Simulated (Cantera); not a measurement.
Feed: 1 mol Si, 2.2 mol Cl₂, 0.36 mol H₂, held at 3.20 bar.

Method: chemical equilibrium by Gibbs-energy minimisation in Cantera with the NASA 1993 tables (ideal gas, pure condensed phases). Candidate condensed phases: Si; 19 gas species. The tables' values for SiCl₃ are old estimates; treat these amounts as uncertain. The numbers say what is thermodynamically allowed, not how fast it happens.

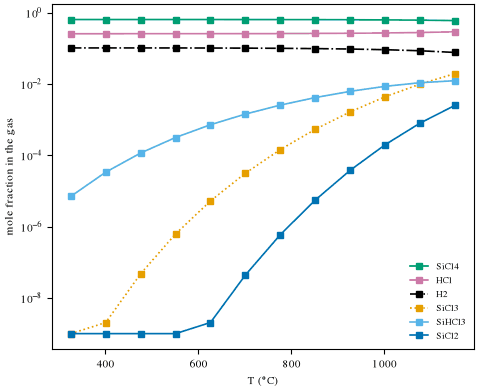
*Equilibrium gas composition (values under 1e-9 drawn at 1e-9)*

Read off the mole fractions at 402 °C.

SiCl₄ about 0.64, HCl about 0.26, H₂ about 0.10, SiHCl₃ about 3.4e-5.
